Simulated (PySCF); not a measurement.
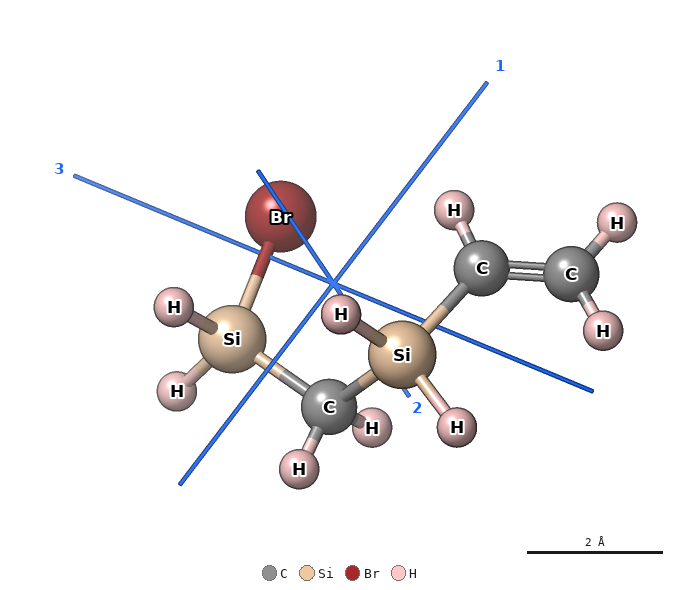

The three principal axes of inertia are drawn and numbered. Atoms fade into the background with distance from the viewer. The computed structure is the end point of a PBE0-D3(BJ)/def2-SVP optimisation. No frequency run is at hand to confirm it as a minimum. Masses are those of the most abundant isotopes; constants are for the rigid equilibrium geometry.

Which line is the a axis (least moment of inertia), which b and which c?

a is line 3, b is line 1, c is line 2; the moments are 244, 645, 849 u Å².

What kind of rotor is it, and what are its rotational constants in GHz?

An asymmetric top (C1): A = 2.07, B = 0.784, C = 0.595 GHz. Ray's parameter κ is −0.74, nearer the prolate limit.
